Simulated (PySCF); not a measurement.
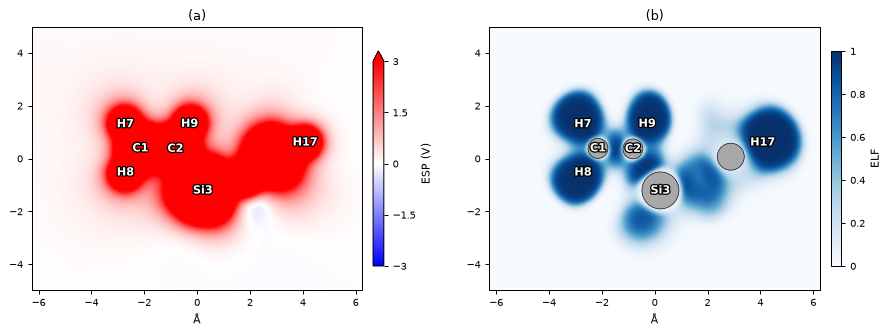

*C$_{2}$H$_{11}$GeNSi$_{2}$ (SMILES C=C[SiH2][N]([SiH3])[GeH3]). (a) molecular electrostatic potential; (b) electron localisation function on the plane of atoms C1, C2 and Si3. Grey discs cover the atomic cores in the ELF map.*

Geometry: GFN2-xTB.

Computed with B3LYP/def2-SVPD, SCF density, gas phase (PySCF).

```xyz
17

C     3.2011   -0.3501   -0.0924
C     1.9722    0.0320    0.2136
Si    0.5041   -0.0644   -0.9628
N    -0.9480   -0.0208    0.0042
Si   -2.0243   -1.3801    0.1244
Ge   -1.4153    1.6271    0.6400
H     4.0263   -0.2907    0.6018
H     3.4367   -0.7460   -1.0672
H     1.7826    0.4211    1.2095
H     0.5116    1.0807   -1.8888
H     0.4863   -1.3159   -1.7218
H    -2.9391   -1.1081    1.2355
H    -1.2090   -2.5658    0.3909
H    -2.7802   -1.5458   -1.1233
H    -1.8972    2.5007   -0.4860
H    -0.2103    2.2744    1.2580
H    -2.5044    1.4638    1.6546
```

### What does the map show?

Atoms in the plane: C, Si and H.
C–C (1.32 Å): the ELF peaks at about 0.95 between the atoms: a short, multiple covalent bond.
C–Si (1.88 Å): the ELF peaks at about 1 between the atoms: a covalent bond.
C–H (1.08 Å): the ELF climbs to about 1 towards the hydrogen, as it does in any bond to H: a covalent bond by its length.
The potential has no marked negative region in this plane.
